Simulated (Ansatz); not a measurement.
# Resistivity from frozen vibrations: Mg(0001) with 2 thermally displaced layers, 2x2, part 2 of 2

How much do lattice vibrations at 500 K scatter the electrons of Mg? Layers with random displacements are laid between perfect leads, and the resistance is followed against their length.

Ansatz 0.2.0; Ansatz plane-wave DFT, PBE, PAW files; ballistic transport by layer matching (Landauer), zero bias; PAW set soft_1.

So far, open channels per spin nearest the Fermi level: step 2 (with 2 displaced layers) 3.77.

## Step 3: With 6 displaced layers

Each atom of 6 layers is moved at random, by amounts drawn from a normal law 0.138 Å wide in each direction from the Debye model (400 K) at 500 K. A fresh draw is used; the growth of the resistance with length is what counts.

System of this step: Mg(0001) with 6 thermally displaced layers, 2x2. The cell holds 64 atoms: 64 Mg. Cell: a = 6.419 Å, b = 6.419 Å, c = 41.683 Å, α = 90.0°, β = 90.0°, γ = 120.0°. It derives from Mg. Regions: lead, 40 atoms (40 Mg); scattering region, 24 atoms (24 Mg). The structure is stacked along c, and the current runs across the ab planes.

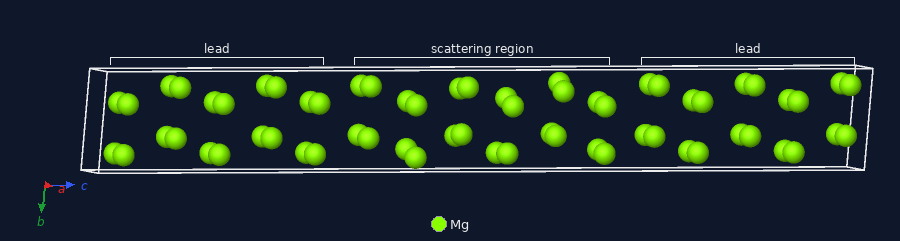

The cell of this step (magnesium green).

The input, input.yaml:

```yaml
crystal:
  lattice:
    - [6.41854, 0.0, 0.0]
    - [-3.20927, 5.5586186952, 0.0]
    - [0.0, 0.0, 41.68264]
  atoms:
    - { symbol: Mg, position: [0.1666666667, 0.3333333333, 0.03125] }
    - { symbol: Mg, position: [0.1666666667, 0.8333333333, 0.03125] }
    - { symbol: Mg, position: [0.6666666667, 0.3333333333, 0.03125] }
    - { symbol: Mg, position: [0.6666666667, 0.8333333333, 0.03125] }
    - { symbol: Mg, position: [0.3333333333, 0.1666666667, 0.09375] }
    - { symbol: Mg, position: [0.3333333333, 0.6666666667, 0.09375] }
    - { symbol: Mg, position: [0.8333333333, 0.1666666667, 0.09375] }
    - { symbol: Mg, position: [0.8333333333, 0.6666666667, 0.09375] }
    - { symbol: Mg, position: [0.1666666667, 0.3333333333, 0.15625] }
    - { symbol: Mg, position: [0.1666666667, 0.8333333333, 0.15625] }
    - { symbol: Mg, position: [0.6666666667, 0.3333333333, 0.15625] }
    - { symbol: Mg, position: [0.6666666667, 0.8333333333, 0.15625] }
    - { symbol: Mg, position: [0.3333333333, 0.1666666667, 0.21875] }
    - { symbol: Mg, position: [0.3333333333, 0.6666666667, 0.21875] }
    - { symbol: Mg, position: [0.8333333333, 0.1666666667, 0.21875] }
    - { symbol: Mg, position: [0.8333333333, 0.6666666667, 0.21875] }
    - { symbol: Mg, position: [0.1666666667, 0.3333333333, 0.28125] }
    - { symbol: Mg, position: [0.1666666667, 0.8333333333, 0.28125] }
    - { symbol: Mg, position: [0.6666666667, 0.3333333333, 0.28125] }
    - { symbol: Mg, position: [0.6666666667, 0.8333333333, 0.28125] }
    - { symbol: Mg, position: [0.3539237413, 0.1690004882, 0.3412886398] }
    - { symbol: Mg, position: [0.3078359324, 0.6553037875, 0.3444789577] }
    - { symbol: Mg, position: [0.8090314305, 0.1614739582, 0.3432228843] }
    - { symbol: Mg, position: [0.8476252657, 0.6719955023, 0.3449264642] }
    - { symbol: Mg, position: [0.1510013502, 0.3301157214, 0.408845357] }
    - { symbol: Mg, position: [0.1831456739, 0.8020774839, 0.4112618567] }
    - { symbol: Mg, position: [0.7052992196, 0.3527291081, 0.4071254825] }
    - { symbol: Mg, position: [0.6780151322, 0.8695281729, 0.4127394508] }
    - { symbol: Mg, position: [0.3883897553, 0.1993136451, 0.4699331107] }
    - { symbol: Mg, position: [0.3073006835, 0.6665560944, 0.4709232655] }
    - { symbol: Mg, position: [0.8105395288, 0.1764754298, 0.4701730672] }
    - { symbol: Mg, position: [0.8335997439, 0.6372713636, 0.4665594284] }
    - { symbol: Mg, position: [0.1427638899, 0.3042934213, 0.5370081912] }
    - { symbol: Mg, position: [0.1600884727, 0.8414998862, 0.5303939935] }
    - { symbol: Mg, position: [0.7170981286, 0.3661108204, 0.5333467189] }
    - { symbol: Mg, position: [0.619939716, 0.8346249339, 0.5335133486] }
    - { symbol: Mg, position: [0.3472476116, 0.1513273463, 0.5997817831] }
    - { symbol: Mg, position: [0.2967345946, 0.6502444712, 0.5968454904] }
    - { symbol: Mg, position: [0.8592422854, 0.2163753431, 0.5943740943] }
    - { symbol: Mg, position: [0.8150340004, 0.6572937883, 0.5901377521] }
    - { symbol: Mg, position: [0.1470229847, 0.3489830721, 0.6581739541] }
    - { symbol: Mg, position: [0.1851316795, 0.8146005157, 0.6618418037] }
    - { symbol: Mg, position: [0.6800302445, 0.3724174532, 0.654817259] }
    - { symbol: Mg, position: [0.653955097, 0.8395341654, 0.6596646337] }
    - { symbol: Mg, position: [0.3333333333, 0.1666666667, 0.71875] }
    - { symbol: Mg, position: [0.3333333333, 0.6666666667, 0.71875] }
    - { symbol: Mg, position: [0.8333333333, 0.1666666667, 0.71875] }
    - { symbol: Mg, position: [0.8333333333, 0.6666666667, 0.71875] }
    - { symbol: Mg, position: [0.1666666667, 0.3333333333, 0.78125] }
    - { symbol: Mg, position: [0.1666666667, 0.8333333333, 0.78125] }
    - { symbol: Mg, position: [0.6666666667, 0.3333333333, 0.78125] }
    - { symbol: Mg, position: [0.6666666667, 0.8333333333, 0.78125] }
    - { symbol: Mg, position: [0.3333333333, 0.1666666667, 0.84375] }
    - { symbol: Mg, position: [0.3333333333, 0.6666666667, 0.84375] }
    - { symbol: Mg, position: [0.8333333333, 0.1666666667, 0.84375] }
    - { symbol: Mg, position: [0.8333333333, 0.6666666667, 0.84375] }
    - { symbol: Mg, position: [0.1666666667, 0.3333333333, 0.90625] }
    - { symbol: Mg, position: [0.1666666667, 0.8333333333, 0.90625] }
    - { symbol: Mg, position: [0.6666666667, 0.3333333333, 0.90625] }
    - { symbol: Mg, position: [0.6666666667, 0.8333333333, 0.90625] }
    - { symbol: Mg, position: [0.3333333333, 0.1666666667, 0.96875] }
    - { symbol: Mg, position: [0.3333333333, 0.6666666667, 0.96875] }
    - { symbol: Mg, position: [0.8333333333, 0.1666666667, 0.96875] }
    - { symbol: Mg, position: [0.8333333333, 0.6666666667, 0.96875] }
kpoints:
  mp_grid: { grid: [4, 4, 1] }
hamiltonian:
  xc: pbe
  pseudopotentials: { kind: paw, azcp: { folder: soft_1 } }
scf:
  occupations: { method: fermi_dirac, width: 0.1 }
output:
  transmission: { leads: [[0, 8]], kmesh: [8, 8], e_range: [-0.05, 0.05], de: 0.05 }
  write_potential: true
  write_density: true
  volumetric_format: npy
```

Started as:

```console
> ansatz run input.yaml --threads 4 --pin off --max-ram 15360MiB --backend cpu --events-out ev --progress --plain --runs-dir out
```

Numbers of over 12 decimals in the logs are rounded to 6 here.

The program printed:

```text
[...]
Crystal: 64 atoms, lattice volume = 1487.162 Å³
Basis set: ecut = 420 eV, 29155 PW (Γ)
Bands: 384, of which v1, the nominal top of the filled ones, is band 320 counted from 1 (319 counted from 0)
Symmetry: 1 space group operations
[...]
k-points: 10 of 16 (time reversal used)
[...]
SCF iter   1: F=—  HF=-123123.047429 eV  |F-HF|=—  |Δ(HF+E_count)|=         —  Δρ=1.37e-2  dr2=4.61e0  ethr=3.10e-3  ⟨swp⟩=8.3  Hψ=15482  notcnv=0  defer=38
[...]
SCF iter   9: F=-123122.448736 eV  HF=-123122.448736 eV  |F-HF|=2.08e-8  |Δ(HF+E_count)|=   3.98e-8  Δρ=7.14e-7  dr2=2.52e-8  ethr=1.56e-11  ⟨swp⟩=10.3  Hψ=13079  notcnv=0
SCF 1 converged in 9 iterations: F = -123122.448736 eV  dr2 = 2.52e-8
[...]
transmission: 228 of 2244 steps passed
transmission: 452 of 2244 steps passed
[...]
transmission: 2244 of 2244 steps passed
SCF converged after 9 iterations
Free energy (F): -123122.448736 eV
[...]
Internal energy: -123121.806494 eV  (E = F + TS)
E sigma→0 (E₀):  -123122.127615 eV
Entropy (-TS):   -0.642242 eV (-10.035 meV/atom)
Fermi energy:    5.508267 eV
[...]
--- Band table (eV; the first three rows and the last of 10) ---
  k-point 0: bands = [... 316 lower, 4.3979, 4.4175, 4.4466, 4.4573, 4.4943, 5.0383, 5.0491, 5.0571, ... 60 higher]
  k-point 1: bands = [... 316 lower, 4.9867, 5.0361, 5.2424, 5.2658, 5.6400, 5.6610, 5.6697, 5.6761, ... 60 higher]
  k-point 2: bands = [... 316 lower, 5.9834, 6.0294, 6.0417, 6.0858, 6.4453, 6.4775, 6.4849, 6.5688, ... 60 higher]
  k-point 9: bands = [... 316 lower, 5.9421, 5.9990, 6.0421, 6.0745, 6.4124, 6.4558, 6.4655, 6.5803, ... 60 higher]
--- Transmission ---
  basis      : 313 plane waves across, 66 finite elements along
  points     : 34, standing for a mesh of 8 x 8
[...]
channels       : 3.765625e0 a spin
[...]
junction   : crystal 0 to crystal 0, 0.70 to 37.17 Å
    transmission   : 3.340208e0 a spin
[...]
```

The job ended after 15 min (4 threads of Arm Neoverse V2, shared host; peak memory 9.7 GiB; 57 min of CPU time).

This step gave:

* free energy: -123122.4487 eV
* energy at zero smearing: -123122.1276 eV
* Fermi energy: 5.508 eV
* transmission per spin nearest the Fermi level: 3.340
* step of the lead's potential: 9.6 meV

Per spin. The transmission, zone mean by energy, zero at the Fermi level:

```tsv
energy (eV)	transmission, zone mean
-0.0500	3.31
0.0000	3.34
0.0500	3.26
```

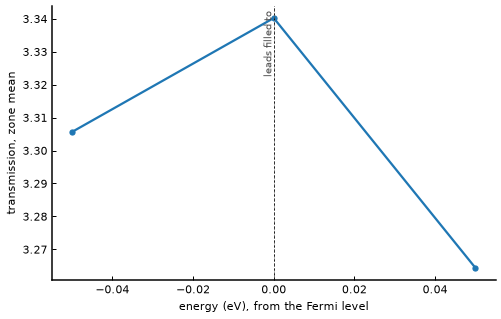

Transmission, zone mean against energy.

Over the solved energies the transmission per spin lies between 3.26 and 3.34, out of 3.77 channels of the lead on average (up to 3.77).

## Step 4: With 10 displaced layers

Each atom of 10 layers is moved at random, by amounts drawn from a normal law 0.138 Å wide in each direction from the Debye model (400 K) at 500 K. A fresh draw is used; the growth of the resistance with length is what counts.

System of this step: Mg(0001) with 10 thermally displaced layers, 2x2. The cell holds 80 atoms: 80 Mg. Cell: a = 6.419 Å, b = 6.419 Å, c = 52.103 Å, α = 90.0°, β = 90.0°, γ = 120.0°. It derives from Mg. Regions: lead, 40 atoms (40 Mg); scattering region, 40 atoms (40 Mg). The structure is stacked along c, and the current runs across the ab planes.

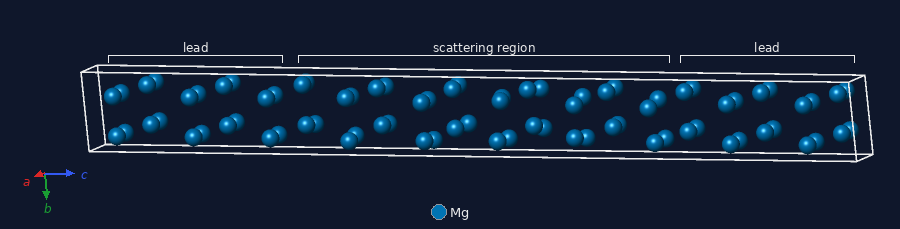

The cell of this step (magnesium blue).

The input, input.yaml:

```yaml
crystal:
  lattice:
    - [6.41854, 0.0, 0.0]
    - [-3.20927, 5.5586186952, 0.0]
    - [0.0, 0.0, 52.1033]
  atoms:
    - { symbol: Mg, position: [0.1666666667, 0.3333333333, 0.025] }
    - { symbol: Mg, position: [0.1666666667, 0.8333333333, 0.025] }
    - { symbol: Mg, position: [0.6666666667, 0.3333333333, 0.025] }
    - { symbol: Mg, position: [0.6666666667, 0.8333333333, 0.025] }
    - { symbol: Mg, position: [0.3333333333, 0.1666666667, 0.075] }
    - { symbol: Mg, position: [0.3333333333, 0.6666666667, 0.075] }
    - { symbol: Mg, position: [0.8333333333, 0.1666666667, 0.075] }
    - { symbol: Mg, position: [0.8333333333, 0.6666666667, 0.075] }
    - { symbol: Mg, position: [0.1666666667, 0.3333333333, 0.125] }
    - { symbol: Mg, position: [0.1666666667, 0.8333333333, 0.125] }
    - { symbol: Mg, position: [0.6666666667, 0.3333333333, 0.125] }
    - { symbol: Mg, position: [0.6666666667, 0.8333333333, 0.125] }
    - { symbol: Mg, position: [0.3333333333, 0.1666666667, 0.175] }
    - { symbol: Mg, position: [0.3333333333, 0.6666666667, 0.175] }
    - { symbol: Mg, position: [0.8333333333, 0.1666666667, 0.175] }
    - { symbol: Mg, position: [0.8333333333, 0.6666666667, 0.175] }
    - { symbol: Mg, position: [0.1666666667, 0.3333333333, 0.225] }
    - { symbol: Mg, position: [0.1666666667, 0.8333333333, 0.225] }
    - { symbol: Mg, position: [0.6666666667, 0.3333333333, 0.225] }
    - { symbol: Mg, position: [0.6666666667, 0.8333333333, 0.225] }
    - { symbol: Mg, position: [0.3295270698, 0.152131124, 0.2714479052] }
    - { symbol: Mg, position: [0.3094418339, 0.6791455878, 0.2776211623] }
    - { symbol: Mg, position: [0.816465841, 0.1399959451, 0.2773121704] }
    - { symbol: Mg, position: [0.7969556094, 0.6489650074, 0.2766447076] }
    - { symbol: Mg, position: [0.1230871435, 0.3429248198, 0.3234595787] }
    - { symbol: Mg, position: [0.1680764141, 0.8314540701, 0.3255352811] }
    - { symbol: Mg, position: [0.6721773808, 0.3145070767, 0.3287633378] }
    - { symbol: Mg, position: [0.6927494698, 0.8542786935, 0.3280850332] }
    - { symbol: Mg, position: [0.3607424859, 0.1876206166, 0.3752002026] }
    - { symbol: Mg, position: [0.3009832282, 0.6633142206, 0.3729620125] }
    - { symbol: Mg, position: [0.8059541348, 0.1730826643, 0.37349425] }
    - { symbol: Mg, position: [0.7982477416, 0.6407745396, 0.3757108775] }
    - { symbol: Mg, position: [0.190792438, 0.3661628649, 0.4249631483] }
    - { symbol: Mg, position: [0.2064702997, 0.8681440538, 0.428046106] }
    - { symbol: Mg, position: [0.6310663592, 0.3638349652, 0.4258994518] }
    - { symbol: Mg, position: [0.6803850229, 0.8425489206, 0.4260136965] }
    - { symbol: Mg, position: [0.3357453991, 0.1577567727, 0.469963697] }
    - { symbol: Mg, position: [0.3210156235, 0.6467143123, 0.4778607117] }
    - { symbol: Mg, position: [0.8281613316, 0.1687389124, 0.4727498982] }
    - { symbol: Mg, position: [0.8222124265, 0.6663803626, 0.4710661229] }
    - { symbol: Mg, position: [0.1718144238, 0.3307001278, 0.5218597321] }
    - { symbol: Mg, position: [0.1214757786, 0.8460696682, 0.5242118765] }
    - { symbol: Mg, position: [0.652340911, 0.3274708795, 0.5298107665] }
    - { symbol: Mg, position: [0.6666711532, 0.8354836254, 0.5210616267] }
    - { symbol: Mg, position: [0.380137251, 0.1894429762, 0.5778256771] }
    - { symbol: Mg, position: [0.3457360513, 0.6894222924, 0.575982418] }
    - { symbol: Mg, position: [0.8446270762, 0.1628885312, 0.5710965458] }
    - { symbol: Mg, position: [0.8314350969, 0.6186319889, 0.5743645502] }
    - { symbol: Mg, position: [0.1493253707, 0.307444705, 0.6266237992] }
    - { symbol: Mg, position: [0.156937275, 0.8224882341, 0.6263767522] }
    - { symbol: Mg, position: [0.6736612681, 0.3678142622, 0.6259307959] }
    - { symbol: Mg, position: [0.6323362514, 0.7850676539, 0.6215365381] }
    - { symbol: Mg, position: [0.356070744, 0.165410439, 0.6742501698] }
    - { symbol: Mg, position: [0.3527405677, 0.63482536, 0.6734489401] }
    - { symbol: Mg, position: [0.830451086, 0.181222279, 0.6732426892] }
    - { symbol: Mg, position: [0.8002219759, 0.6268194096, 0.6769316136] }
    - { symbol: Mg, position: [0.1780847301, 0.3215074517, 0.7254325906] }
    - { symbol: Mg, position: [0.1330200696, 0.8216207413, 0.7286493741] }
    - { symbol: Mg, position: [0.6982616822, 0.3906872768, 0.7229151937] }
    - { symbol: Mg, position: [0.6767153866, 0.8284799714, 0.7264985156] }
    - { symbol: Mg, position: [0.3333333333, 0.1666666667, 0.775] }
    - { symbol: Mg, position: [0.3333333333, 0.6666666667, 0.775] }
    - { symbol: Mg, position: [0.8333333333, 0.1666666667, 0.775] }
    - { symbol: Mg, position: [0.8333333333, 0.6666666667, 0.775] }
    - { symbol: Mg, position: [0.1666666667, 0.3333333333, 0.825] }
    - { symbol: Mg, position: [0.1666666667, 0.8333333333, 0.825] }
    - { symbol: Mg, position: [0.6666666667, 0.3333333333, 0.825] }
    - { symbol: Mg, position: [0.6666666667, 0.8333333333, 0.825] }
    - { symbol: Mg, position: [0.3333333333, 0.1666666667, 0.875] }
    - { symbol: Mg, position: [0.3333333333, 0.6666666667, 0.875] }
    - { symbol: Mg, position: [0.8333333333, 0.1666666667, 0.875] }
    - { symbol: Mg, position: [0.8333333333, 0.6666666667, 0.875] }
    - { symbol: Mg, position: [0.1666666667, 0.3333333333, 0.925] }
    - { symbol: Mg, position: [0.1666666667, 0.8333333333, 0.925] }
    - { symbol: Mg, position: [0.6666666667, 0.3333333333, 0.925] }
    - { symbol: Mg, position: [0.6666666667, 0.8333333333, 0.925] }
    - { symbol: Mg, position: [0.3333333333, 0.1666666667, 0.975] }
    - { symbol: Mg, position: [0.3333333333, 0.6666666667, 0.975] }
    - { symbol: Mg, position: [0.8333333333, 0.1666666667, 0.975] }
    - { symbol: Mg, position: [0.8333333333, 0.6666666667, 0.975] }
kpoints:
  mp_grid: { grid: [4, 4, 1] }
hamiltonian:
  xc: pbe
  pseudopotentials: { kind: paw, azcp: { folder: soft_1 } }
scf:
  occupations: { method: fermi_dirac, width: 0.1 }
output:
  transmission: { leads: [[0, 8]], kmesh: [8, 8], e_range: [-0.05, 0.05], de: 0.05 }
  write_potential: true
  write_density: true
  volumetric_format: npy
```

The program printed:

```text
[...]
Crystal: 80 atoms, lattice volume = 1858.953 Å³
Basis set: ecut = 420 eV, 36475 PW (Γ)
Bands: 480, of which v1, the nominal top of the filled ones, is band 400 counted from 1 (399 counted from 0)
Symmetry: 1 space group operations
[...]
k-points: 10 of 16 (time reversal used)
[...]
SCF iter   1: F=—  HF=-153902.913277 eV  |F-HF|=—  |Δ(HF+E_count)|=         —  Δρ=1.38e-2  dr2=6.27e0  ethr=3.10e-3  ⟨swp⟩=8.9  Hψ=20024  notcnv=0  defer=56
[...]
SCF iter   9: F=-153902.091933 eV  HF=-153902.091933 eV  |F-HF|=3.52e-8  |Δ(HF+E_count)|=   5.62e-8  Δρ=7.00e-7  dr2=4.04e-8  ethr=1.25e-11  ⟨swp⟩=10.6  Hψ=16650  notcnv=0
SCF 1 converged in 9 iterations: F = -153902.091933 eV  dr2 = 4.04e-8
[...]
transmission: 282 of 2788 steps passed
transmission: 558 of 2788 steps passed
[...]
transmission: 2788 of 2788 steps passed
SCF converged after 9 iterations
Free energy (F): -153902.091933 eV
[...]
Internal energy: -153901.195358 eV  (E = F + TS)
E sigma→0 (E₀):  -153901.643645 eV
Entropy (-TS):   -0.896575 eV (-11.207 meV/atom)
Fermi energy:    5.479148 eV
[...]
--- Band table (eV; the first three rows and the last of 10) ---
  k-point 0: bands = [... 396 lower, 4.4078, 4.4550, 4.4724, 4.4972, 4.5022, 4.9890, 5.0261, 5.0313, ... 76 higher]
  k-point 1: bands = [... 396 lower, 4.9899, 5.0255, 5.3778, 5.4156, 5.4607, 5.4701, 5.5377, 5.5501, ... 76 higher]
  k-point 2: bands = [... 396 lower, 6.0985, 6.1560, 6.1855, 6.2131, 6.2359, 6.2584, 6.3140, 6.3340, ... 76 higher]
  k-point 9: bands = [... 396 lower, 6.1418, 6.1517, 6.1649, 6.1779, 6.2284, 6.2705, 6.3001, 6.3401, ... 76 higher]
--- Transmission ---
  basis      : 313 plane waves across, 82 finite elements along
  points     : 34, standing for a mesh of 8 x 8
[...]
channels       : 3.765625e0 a spin
[...]
junction   : crystal 0 to crystal 0, 0.70 to 47.59 Å
    transmission   : 3.086606e0 a spin
[...]
```

The job ended after 22 min (4 threads; peak memory 9.8 GiB; 82 min of CPU time).

Numbers from this step:

```
free energy                                   : -153902.0919 eV
energy at zero smearing                       : -153901.6436 eV
Fermi energy                                  : 5.479 eV
transmission per spin nearest the Fermi level : 3.087
step of the lead's potential                  : 2.7 meV
```

Per spin. The transmission, zone mean by energy, zero at the Fermi level:

```tsv
energy (eV)	transmission, zone mean
-0.0500	2.92
0.0000	3.09
0.0500	3.06
```

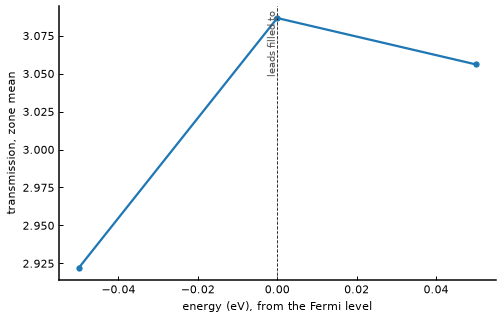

Transmission, zone mean against energy.

Over the solved energies the transmission per spin lies between 2.92 and 3.09, out of 3.70 channels of the lead on average (up to 3.77).

## Step 5: Resistance against length

This step: Ansatz plane-wave DFT, PBE, PAW files; ballistic transport by layer matching (Landauer), zero bias; resistivity from the slope of the area resistance; PAW set soft_1 (Ansatz 0.2.0).

Numbers from this step:

| Property | Result |
| --- | --- |
| resistivity | 10.86 µΩ cm |
| intercept | -0.001128 fΩ m² |
| scatter about the fit | 0.001775 fΩ m² |

Resistance, by row:

```tsv
run	length (Å)	T	channels N	RA (fΩ m²)
n2	5.21	3.577	3.734	0.05419
n6	15.63	3.303	3.766	0.1711
n10	26.05	3.022	3.703	0.2805
```

The area resistance by length of the displaced region:

```tsv
length of the displaced region (Å)	area resistance (fΩ m²)
5.21	0.0542
15.63	0.171
26.05	0.280
```

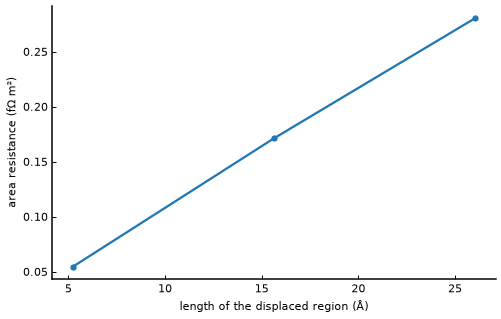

Area resistance, plotted against length of the displaced region.

The area resistance goes from 0.054 to 0.28 fΩ m² between 5.2 and 26.1 Å, a slope of 11 µΩ cm.

By hand from the end points: (0.2805 − 0.05419) fΩ m² / (26.05 − 5.21) Å = 11 µΩ cm, since 1 fΩ m² per Å is 1000 µΩ cm.

## Step 6: Outcome

| Item | Value |
| --- | --- |
| resistivity from the slope | 10.9 µΩ cm |
| area resistance over 5.21 Å | 0.0542 fΩ m² |
| area resistance over 15.6 Å | 0.171 fΩ m² |
| area resistance over 26.1 Å | 0.280 fΩ m² |

The slope gives 11 µΩ cm. The points scatter by 0.0018 fΩ m² about the line, with one random draw a length in a 2x2 cell, so the slope is a rough value. The mean square of the displacements drawn is 0.73, 0.99 and 0.93 of the nominal one at the three lengths; with each resistance scaled back by that, the slope is 11 µΩ cm, the value used below. The lead's own channel count moves between the runs (3.73, 3.77 and 3.70), which shifts RA and the slope too. The current runs along the hexagonal axis, while the measured value below is not for that direction. Read with a model of isotropic scattering on a spherical Fermi surface and the lead's 0.81×10¹⁵ S/m², this slope means a mean free path near 96 Å; over these lengths the model's slope is 1.14 times its bulk resistivity, which would be 9.7 µΩ cm. Uncorrelated displacements put too much weight on short waves, which scatter strongly; with the sideways repeat of a small cell, one draw and three short lengths, the method is good to a factor of two or three. The measured value is 7.86 µΩ cm (CRC Handbook of Chemistry and Physics, 84th ed., 2003, Electrical Resistivity of Pure Metals); the scaled slope is 1.4 times that and the corrected value 1.2: fair for so small a cell.

[Logs are printed without paths, hosts, clocks, repeated set-up lines and the standing remarks that a program may print on its own settings, such as how far it seeks lower states.]

[Hosts, paths, dates, database ids (printed as entryN), source tags and the programs' standing remarks are cut or masked in the printed files.]
